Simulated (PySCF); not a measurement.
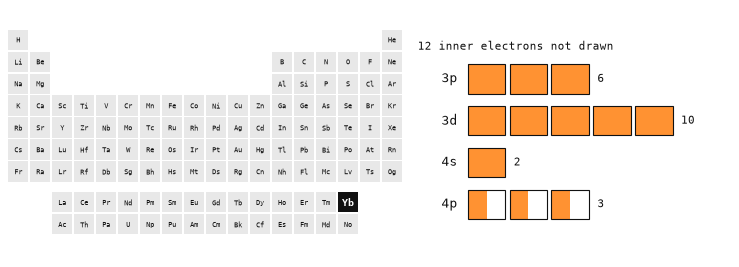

Figure 1. Left, the place of ytterbium in the periodic table; right, the outer shells of the nominal configuration: a box for each of the 2l + 1 orbitals, shaded by the share of the shell that is filled, with the electron count at the right.

## Atomic calculation for Yb³⁷⁺

System: Yb³⁷⁺, configuration 1s2 2s2 2p6 3s2 3p6 3d10 4s2 4p3, multiplicity 4.
Method: unrestricted B2PLYP, even-tempered 17s12p8d4f4g, non-relativistic, point nucleus (PySCF).

### Key numbers

```
                                                                                   quantity                      value
                                                                                    outcome                  converged
                                                                               total energy        −12578.5136 hartree
                                                                          mean-field energy        −12578.2080 hartree
                                                                             kinetic energy         12578.1591 hartree
second-order correlation (valence shells only, unscaled; the total energy holds 0.27 of it)          −1.131917 hartree
                                                                                       ⟨S²⟩                      3.750
                                                                             SCF iterations                          3
                                                                                   hardware  1 CPU thread, shared host
                                                                                   CPU time    6.4 s (integrals apart)
```

### Notes

Relativity is left out, which matters for an atom this heavy.

### Input file
```python
from pyscf import gto, scf, dft, mp, cc
mol = gto.M(atom="Yb 0 0 0", charge=37, spin=3, symmetry="D2h",
            basis=gto.etbs([(0, 17, 3.7, 2.5), (1, 12, 4.8, 2.5), (2, 8, 8.6, 2.5), (3, 4, 25, 2.7), (4, 4, 37, 2.7)]))
mf = dft.UKS(mol, xc="0.53*HF + 0.47*B88, 0.73*LYP")
mf.irrep_nelec = {'Ag': (6, 6), 'B1g': (1, 1), 'B2g': (1, 1), 'B3g': (1, 1), 'B1u': (3, 2), 'B2u': (3, 2), 'B3u': (3, 2)}
mf.kernel()
```

The script is an equivalent of what the driver set up; the driver started from orbitals of its own, so the log can be shorter than this script's would be, and it computed the properties (radii, ⟨L²⟩, response) afterwards. It held the occupations shell by shell, which the script's counts by irreducible representation don't always enforce. The second-order step of the double hybrid, with the core frozen, followed the SCF and isn't in the script.

### Log (extracts)
```
damping factor = 0
level_shift factor = 0
DIIS = <class 'pyscf.scf.diis.CDIIS'>
diis_start_cycle = 1
diis_space = 10
diis_damp = 0
SCF conv_tol = 1e-09
SCF conv_tol_grad = None
number electrons alpha = 18  beta = 15
XC functionals = 0.53*HF + 0.47*B88, 0.73*LYP
    A. D. Becke.,  Phys. Rev. A 38, 3098 (1988)
    C. Lee, W. Yang, and R. G. Parr.,  Phys. Rev. B 37, 785 (1988)
    B. Miehlich, A. Savin, H. Stoll, and H. Preuss.,  Chem. Phys. Lett. 157, 200 (1989)
cycle= 1 E= -12578.2080013299  delta_E= -0.00405  |g|= 0.0136  |ddm|= 0.0558
cycle= 2 E= -12578.2080022724  delta_E= -9.42e-07  |g|= 0.000312  |ddm|= 0.00103
cycle= 3 E= -12578.2080022728  delta_E= -3.97e-10  |g|= 1.55e-05  |ddm|= 1.84e-05
converged SCF energy = -12578.2080022728  <S^2> = 3.7500156  2S+1 = 4.0000078
```

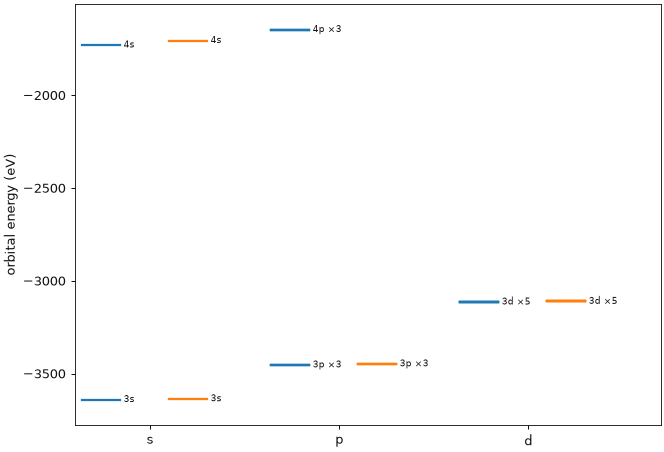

Figure 2. Orbital energies of the mean field, from the top down to −3640 eV, by angular momentum, α spin at the left of each column and β at the right; ×n counts the orbitals under one label. The highest filled orbital is 4p α at −1646 eV, the lowest empty one p β at −1607 eV.
